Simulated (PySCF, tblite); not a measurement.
# C3H4ClO radical: geometry, infrared bands and EPR parameters

Aim: predict the infrared bands and EPR parameters of C3H4ClO radical (`C=C(Cl)[CH]O`).

Computed with tblite 0.8.0 and PySCF 2.14.0, with density-fitted response routines of our own, on a single molecule in the gas phase. Atoms are numbered from 0 throughout.

## (1) The molecule as given

9 atoms, charge 0, multiplicity 2; geometry from: force field or distance geometry start.

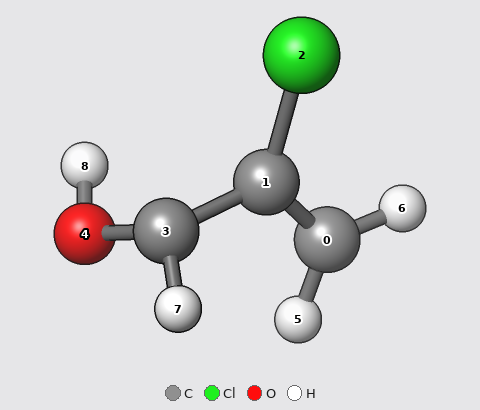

As it starts; carbon grey, chlorine green, oxygen red, hydrogen white, atoms numbered.

## (2) Geometry optimisation with GFN2-xTB

The job: settings as JSON, then the geometry in Å.

```
{"job": {"kind": "relax", "xc": "GFN2-xTB", "basis": "xTB"}, "charge": 0, "multiplicity": 2}
C      1.306600     0.177400     0.052500
C      0.053600     0.638000    -0.127700
Cl    -0.306300     2.067800    -1.036800
C     -1.050400    -0.112700     0.495800
O     -1.348900    -1.307300    -0.141400
H      1.432000    -0.736500     0.648800
H      2.170700     0.685300    -0.379000
H     -0.960600    -0.207300     1.604700
H     -1.283000    -1.198800    -1.142100
```

On the command line:

```
> OMP_NUM_THREADS=1 python probes_run.py task.json out
```

The driver reads the jobs from task.json and runs them one after another.

**Question.** This job is followed by: GFN2-xTB harmonic vibrations, gas phase; UKS B3LYP, pcH-1 on C Cl H O, non-relativistic, mean-field spin-orbit, GIAO. Predict these results of the whole session: strongest single infrared mode (GFN2-xTB); zero-point energy (GFN2-xTB); g(iso) (B3LYP); ⟨S²⟩; largest a(iso); potential on the surface of density 0.002 e/bohr³, 1st and 99th percentile.

**Answer**, as computed:

| quantity | value |
| --- | --- |
| strongest single infrared mode (GFN2-xTB) | 1106 cm⁻¹, 224 km/mol |
| zero-point energy (GFN2-xTB) | 37.8 kcal/mol |
| g(iso) (B3LYP) | 2.00276 |
| ⟨S²⟩ | 0.773 (exact 0.75) |
| largest a(iso) | 13C on C1, -53.0 MHz |
| potential on the surface of density 0.002 e/bohr³, 1st and 99th percentile | -1.02 V and 1.92 V |

What this shows: Over 61 steps the energy fell by 1.180 eV; of the close pairs, C1–C3 changed most, 1.473 to 1.384 Å. No mode is imaginary among the 21: a minimum at this level. The strongest single mode, at 1106 cm⁻¹, is spread over several atoms, H8, H7, O4, C1 among them. Unscaled tight-binding wavenumbers are off by several per cent, some by more. Its intensities can rank the bands wrongly. The largest spin populations lie on C0 (0.66 e), C3 (0.54 e). The isotropic g lies 0.4 ppt above the free-electron value. The conformer search found further structures of the same energy, which may be mirror or relabelled copies of this one.
